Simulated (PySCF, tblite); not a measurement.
# C₅H₁₁O radical: geometry, infrared bands and EPR parameters

Wanted: the infrared bands and EPR parameters of C₅H₁₁O radical (`CC(C)(C)C[O]`), by calculation.

The runs use tblite 0.8.0 and PySCF 2.14.0, with density-fitted response routines of our own; the level of theory stands in each step. All values are computed, except where a source is named. Atoms count from 0, in the outputs and in this text.

## Step 1: Starting geometry

17 atoms, charge 0, multiplicity 2; geometry from: force field or distance geometry start.

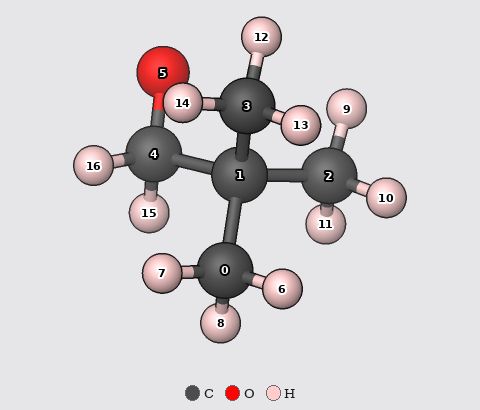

The starting geometry (carbon dark grey, oxygen red, hydrogen pink), atoms numbered; sticks join atoms by distance.

## Step 2: Optimising the geometry with GFN2-xTB

The job: settings as JSON, then the geometry in Å.

```
{"job": {"kind": "relax", "xc": "GFN2-xTB", "basis": "xTB"}, "charge": 0, "multiplicity": 2}
C     -0.554900    -1.248400    -0.632400
C      0.008700     0.032700     0.020900
C     -0.877200     1.211000    -0.374200
C      1.434100     0.251300    -0.541500
C      0.022300    -0.200300     1.602600
O      0.506800     0.870400     2.204800
H     -0.594700    -1.144100    -1.726400
H      0.052200    -2.120600    -0.391800
H     -1.579800    -1.446500    -0.285800
H     -0.496600     2.168900    -0.010300
H     -0.967400     1.289700    -1.470000
H     -1.904200     1.091000     0.021600
H      1.874500     1.179400    -0.163400
H      1.424000     0.293500    -1.630600
H      2.096800    -0.570400    -0.245900
H     -1.009600    -0.496900     1.863100
H      0.558000    -1.148800     1.749400
```

Run with:

```console
OMP_NUM_THREADS=1 python probes_run.py task.json out
```

This one command runs all jobs of the session in turn.

The log of the run:

```text
step      E/eV     max force
  0    -552.07800    1.552
  1    -552.15013    0.780
  2    -552.19050    0.498
  3    -552.20790    0.368
  4    -552.22248    0.409
  5    -552.23162    0.222
  6    -552.23674    0.225
  7    -552.24060    0.212
  8    -552.24544    0.297
  9    -552.24947    0.226
 10    -552.25191    0.129
 11    -552.25339    0.100
 12    -552.25486    0.121
 13    -552.25656    0.129
 14    -552.25815    0.114
 15    -552.25948    0.145
 16    -552.26068    0.129
 17    -552.26155    0.090
 18    -552.26193    0.038
 19    -552.26207    0.031
 20    -552.26217    0.033
 21    -552.26234    0.057
 22    -552.26260    0.064
 23    -552.26290    0.043
 24    -552.26317    0.039
 25    -552.26344    0.039
 26    -552.26378    0.064
 27    -552.26422    0.068
 28    -552.26466    0.040
 29    -552.26499    0.036
 30    -552.26525    0.042
 31    -552.26549    0.051
 32    -552.26569    0.035
 33    -552.26579    0.020
 34    -552.26584    0.016
 35    -552.26589    0.019
 36    -552.26594    0.019
 37    -552.26600    0.022
 38    -552.26607    0.022
 39    -552.26615    0.020
 40    -552.26624    0.026
 41    -552.26631    0.019
 42    -552.26635    0.013
 43    -552.26637    0.012
 44    -552.26640    0.012
 45    -552.26642    0.011
 46    -552.26644    0.006
```

It took 0.18 s on 1 thread of Arm Neoverse V2, shared host.

Along the way: (not every step is listed)

| step | energy from step 0 (eV) | largest force (eV/Å) |
| --- | --- | --- |
| 0 | 0.0000 | 1.5517 |
| 1 | -0.0721 | 0.7800 |
| 2 | -0.1125 | 0.4978 |
| 3 | -0.1299 | 0.3679 |
| 4 | -0.1445 | 0.4091 |
| 5 | -0.1536 | 0.2220 |
| 6 | -0.1587 | 0.2245 |
| 7 | -0.1626 | 0.2122 |
| 8 | -0.1674 | 0.2973 |
| 11 | -0.1754 | 0.0997 |
| 14 | -0.1802 | 0.1136 |
| 17 | -0.1836 | 0.0904 |
| 20 | -0.1842 | 0.0329 |
| 23 | -0.1849 | 0.0435 |
| 26 | -0.1858 | 0.0638 |
| 29 | -0.1870 | 0.0364 |
| 32 | -0.1877 | 0.0355 |
| 35 | -0.1879 | 0.0190 |
| 38 | -0.1881 | 0.0221 |
| 41 | -0.1883 | 0.0194 |
| 42 | -0.1884 | 0.0126 |
| 43 | -0.1884 | 0.0120 |
| 44 | -0.1884 | 0.0116 |
| 45 | -0.1884 | 0.0114 |
| 46 | -0.1884 | 0.0058 |

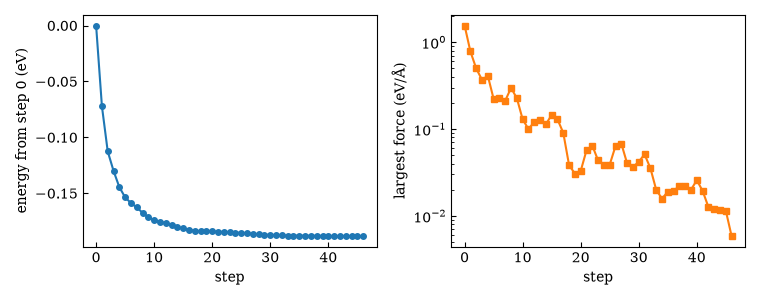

Energy and largest force along the relaxation.

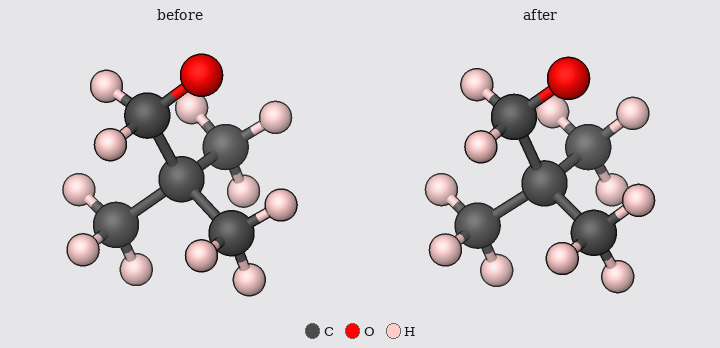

Before and after, at one scale.

Close pairs (by a distance rule), those that changed most:

| bond | before (Å) | after (Å) | change (Å) |
| --- | --- | --- | --- |
| C1–C4 | 1.599 | 1.629 | +0.030 |
| C1–C3 | 1.548 | 1.520 | -0.027 |
| C0–C1 | 1.545 | 1.520 | -0.024 |
| C4–O5 | 1.321 | 1.298 | -0.023 |
| C2–H11 | 1.107 | 1.088 | -0.019 |
| C2–H10 | 1.102 | 1.089 | -0.013 |
| C0–H8 | 1.100 | 1.088 | -0.012 |
| C4–H16 | 1.099 | 1.110 | +0.011 |

The end geometry stands in the next job.

## Step 3: Infrared spectrum with GFN2-xTB

The job: settings as JSON, then the geometry in Å.

```
{"job": {"kind": "ir", "xc": "GFN2-xTB", "basis": "xTB"}, "charge": 0, "multiplicity": 2}
C     -0.576466    -1.283322    -0.635922
C     -0.004056     0.000850    -0.058129
C     -0.891586     1.195610    -0.369008
C      1.424931     0.232503    -0.522858
C      0.037142    -0.157906     1.562585
O      0.518382     0.908521     2.124496
H     -0.614722    -1.199774    -1.721287
H      0.042310    -2.141308    -0.383134
H     -1.585804    -1.464630    -0.273655
H     -0.509592     2.084763     0.125474
H     -0.908682     1.368728    -1.444186
H     -1.911391     1.023601    -0.032207
H      1.841917     1.107043    -0.030560
H      1.437799     0.393338    -1.600031
H      2.054238    -0.625152    -0.295942
H     -1.020598    -0.366084     1.828316
H      0.659179    -1.064751     1.716137
```

The log of the run:

```text
mode    cm-1     km/mol
  1     102.0     28.36
  2     109.6      2.63
  3     192.3      5.68
  4     225.6      3.52
  5     241.9      3.62
  6     298.4      4.29
  7     326.2      2.12
  8     377.8     21.51
  9     406.4      0.99
 10     462.7      0.83
 11     496.0     62.23
 12     647.9     35.72
 13     842.3     19.14
 14     955.3      0.04
 15     957.8      0.02
 16     970.6      0.05
 17    1020.2      0.61
 18    1021.3      7.08
 19    1094.8    161.57
 20    1198.2     13.12
 21    1218.0     29.10
 22    1260.6      3.77
 23    1270.4     41.18
 24    1303.0     49.67
 25    1394.8     15.25
 26    1397.2     12.16
 27    1419.5      3.28
 28    1456.1      6.11
 29    1460.7      0.76
 30    1476.9      0.84
 31    1481.2      2.16
 32    1483.8      0.21
 33    1483.9      2.02
 34    1501.7      5.37
 35    2693.8    135.64
 36    2732.6     41.46
 37    3010.6      0.60
 38    3012.5      2.38
 39    3018.8     55.37
 40    3032.1      0.01
 41    3036.5      1.59
 42    3039.1     74.44
 43    3040.1     25.40
 44    3053.3      3.08
 45    3056.3     17.61
```

It took 0.33 s on 1 thread of Arm Neoverse V2, shared host.

The strongest bands and the atoms that carry them (share of the mass-weighted mode):

| cm⁻¹ | km/mol | atoms |
| --- | --- | --- |
| 496 | 62.2 | H15 38 %, H16 37 % |
| 1095 | 161.6 | H16 17 %, H15 17 %, C4 11 % |
| 1270 | 41.2 | C1 34 %, H16 20 %, H15 20 % |
| 1303 | 49.7 | O5 35 %, C4 27 %, H15 13 %, H16 13 % |
| 2694 | 135.6 | H16 46 %, H15 44 % |
| 2733 | 41.5 | H15 50 %, H16 47 % |
| 3019 | 55.4 | H6 41 %, H10 26 %, H13 24 % |
| 3039 | 74.4 | H7 30 %, H14 27 %, H11 23 % |

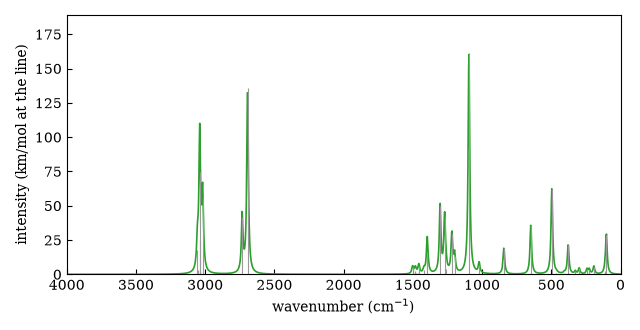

The infrared spectrum from these modes, unscaled. Lines are broadened to a width of 14 cm⁻¹ (Lorentzian).

## Step 4: EPR parameters: B3LYP/pcH-1

The job, as its differences from that of step 3:

```diff
@@ -1,2 +1,2 @@
-{"job": {"kind": "ir", "xc": "GFN2-xTB", "basis": "xTB"}, "charge": 0, "multiplicity": 2}
+{"job": {"kind": "epr", "basis": "pcH-1"}, "charge": 0, "multiplicity": 2}
 C     -0.576466    -1.283322    -0.635922
```

With the program's defaults for keys left out, this is: UKS B3LYP, pcH-1 on C H O, non-relativistic, mean-field spin-orbit, GIAO.

The log of the run:

```text
UKS, coarse grid
  cycle   1  E = -272.15578279  |g| = 6.17e-01
  cycle   2  E = -271.66191263  |g| = 1.27e+00
  cycle   3  E = -272.32701084  |g| = 1.27e-01
  cycle   4  E = -272.33157674  |g| = 1.16e-01
  cycle   5  E = -272.33754831  |g| = 2.90e-02
  cycle   6  E = -272.33789276  |g| = 1.56e-02
  cycle   7  E = -272.33802207  |g| = 2.58e-03
  cycle   8  E = -272.33802543  |g| = 5.55e-04
UKS, final grid
  cycle   1  E = -272.33800431  |g| = 5.21e-04
  cycle   2  E = -272.33800423  |g| = 7.33e-04
  cycle   3  E = -272.33800443  |g| = 1.37e-04
  cycle   4  E = -272.33800444  |g| = 3.49e-05
  cycle   5  E = -272.33800444  |g| = 2.36e-05
E = -272.33800444 Eh   <S^2> = 0.7549 (exact 0.7500)
g shifts (ppm)      1          2          3
  rmc          -273       -273       -273
  gc            -17         32         46
  oz_so          55       6087      55537
  total        -235       5846      55310
hyperfine (MHz)  atom isotope    a_iso     a_fc   dipolar eigenvalues
    0   13C      -3.19      -3.19     -1.77     -1.76      3.53
    1   13C      86.14      86.14    -20.59    -20.03     40.62
    2   13C      -6.97      -6.97     -1.47     -0.27      1.75
    3   13C      -6.97      -6.97     -1.47     -0.27      1.74
    4   13C     -46.68     -46.68     -7.74      2.78      4.95
    5   17O     -45.69     -45.69   -234.78    116.88    117.90
    6    1H      23.21      23.21     -2.37     -0.58      2.96
    7    1H       1.02       1.02     -2.58     -1.35      3.93
    8    1H       1.05       1.05     -2.58     -1.35      3.94
    9    1H      -0.34      -0.34     -5.37     -2.96      8.33
   10    1H      10.37      10.37     -2.42     -0.96      3.38
   11    1H       2.74       2.74     -2.82     -1.62      4.44
   12    1H      -0.33      -0.33     -5.36     -2.96      8.32
   13    1H      10.37      10.37     -2.42     -0.96      3.38
   14    1H       2.73       2.73     -2.82     -1.62      4.44
   15    1H      67.61      67.61     -5.57     -4.18      9.74
   16    1H      68.99      68.99     -5.58     -4.17      9.75
```

Run time: 50 s. Hardware: 1 thread of Arm Neoverse V2, shared host; peak memory 0.96 GiB.

Principal g values 2.00208, 2.00817, 2.05763; g(iso) = 2.02263, against 2.00232 for a free electron. They are not to be trusted: the run shows a large g shift, which the driver flags as unsure.

Hyperfine couplings; where a row names several nuclei, a(iso) is their mean (it holds for fast rotation or exchange) and the dipolar term the largest among them:

| nuclei | isotope | a(iso) (MHz) | a(iso) (G, at g = 2.0023) | largest dipolar term (MHz) |
| --- | --- | --- | --- | --- |
| C1 | 13C | 86.1 | 30.7 | 40.6 |
| H15, H16 | 1H | 68.3 | 24.4 | 9.8 |
| C4 | 13C | -46.7 | -16.7 | -7.7 |
| O5 | 17O | -45.7 | -16.3 | -234.8 |
| C0, C2, C3 | 13C | -5.7 | -2.0 | 3.5 |
| H6, H7, H8, H9, H10 and 4 more | 1H | 5.6 | 2.0 | 8.3 |

Mulliken spin populations:

C0 0.00; C1 0.18; C2 0.00; C3 0.00; C4 -0.06; O5 0.78; H6 0.01; H7 0.00; H8 0.00; H9 0.00; H10 0.00; H11 0.00; H12 0.00; H13 0.00; H14 0.00; H15 0.03; H16 0.03

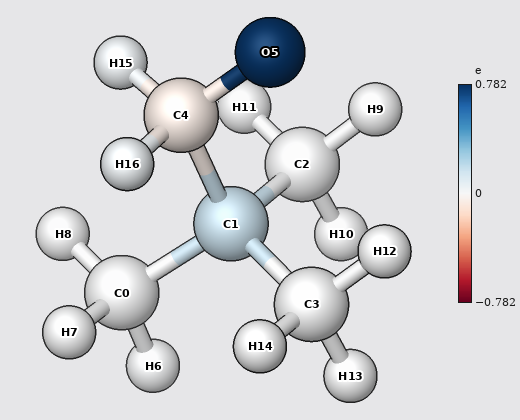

Mulliken spin populations, as colours on the atoms.

The fields below are evaluated on a grid from the run's orbitals.

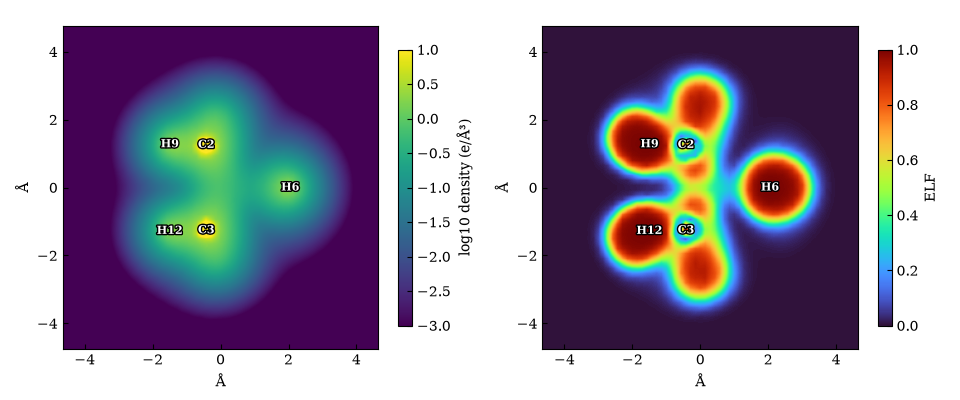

Density (left) and ELF (right) in a plane through or near 5 of the atoms.

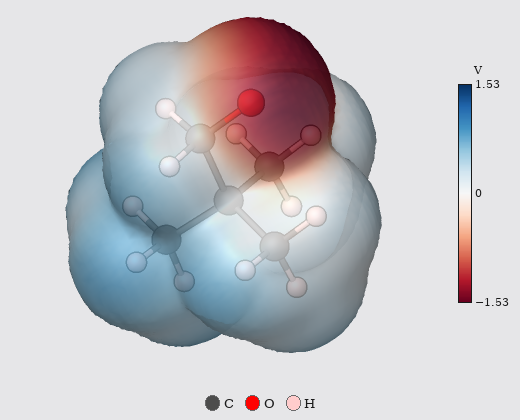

Electrostatic potential on the surface of density 0.002 e/bohr³; red is low, blue high. It runs from -1.53 V near O5 to 0.83 V near H6.

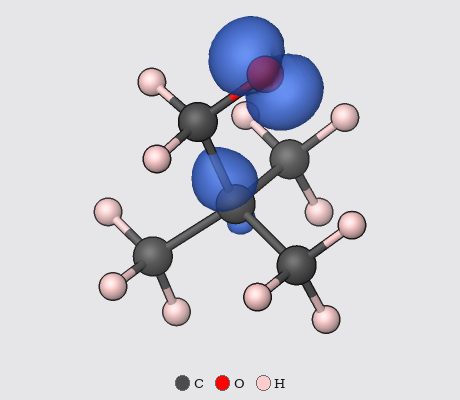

Spin density at ±0.1 e/Å³ (alpha excess blue, beta excess red).

## Step 5: What came out

| quantity | value |
| --- | --- |
| strongest single infrared mode (GFN2-xTB) | 1095 cm⁻¹, 162 km/mol |
| zero-point energy (GFN2-xTB) | 91.9 kcal/mol |
| g(iso) (B3LYP) | 2.02263 |
| ⟨S²⟩ | 0.755 (exact 0.75) |
| largest a(iso) (averaged by class) | 13C on C1, 86.1 MHz |
| surface potential, least and greatest | -1.53 V and 0.83 V |
| property runs in this session | 1, of which 0 failed and 1 gave unsound results |

The optimisation took 46 steps and gained 0.188 eV; among the close pairs (by a distance rule), C1–C4 changed most, from 1.599 to 1.629 Å. All 45 modes are real, so the xTB geometry is a minimum. The strongest single mode, at 1095 cm⁻¹, is spread over many atoms; the largest shares are those of H16, H15. GFN2-xTB is a fitted tight-binding method: band positions and strengths are rough. Its intensities can rank the bands wrongly. O5 carries the largest spin population, 0.78 e. The isotropic g lies 20.3 ppt above the free-electron value. These values are not to be trusted: the run shows a large g shift, which the driver flags as unsure.
